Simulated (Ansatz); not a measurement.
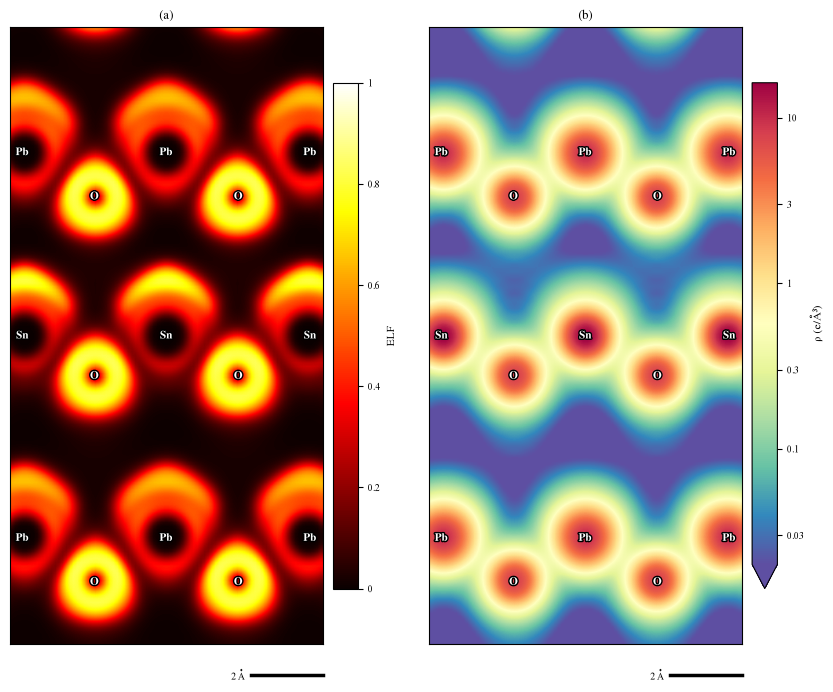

The picture shows: SnPb2O3. (a) electron localisation function; (b) valence electron density on the (100) plane of the conventional cell.

Space group P4/nmm; a structure generated by program, which may or may not match a known phase.

Computed with DFT PBE, scalar-relativistic, plane waves, PAW in Ansatz 0.2.0.

> What do the fields say about this system?

The section cuts through Sn, Pb and O sites. Sn–O (2.28 Å): ρ is about 0.42 e/Å³ halfway; the ELF peaks at about 0.85 in the valence shell of O, 0.6 Å from its nucleus, and is about 0.20 at the midpoint: no localised pair shows between them. Pb–O (2.34 Å): ρ is about 0.44 e/Å³ halfway; the ELF peaks at about 0.85 in the valence shell of O, 0.6 Å from its nucleus, and drops to about 0.20 between the two atoms. Between the atoms the lowest density in this plane is 0.008 e/Å³.
